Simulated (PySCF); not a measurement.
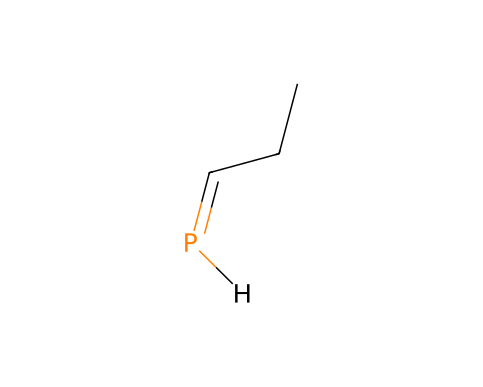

Figure made from data computed with PySCF.

2D structure.

Q: Give its SMILES.

A: [H]/P=C\CC

Q: What is the molecular formula?

A: C3H7P.

Q: An optimisation with PBE0-D3(BJ)/def2-SVP gave a structure of which point group?

A: C1. Other conformers may differ.
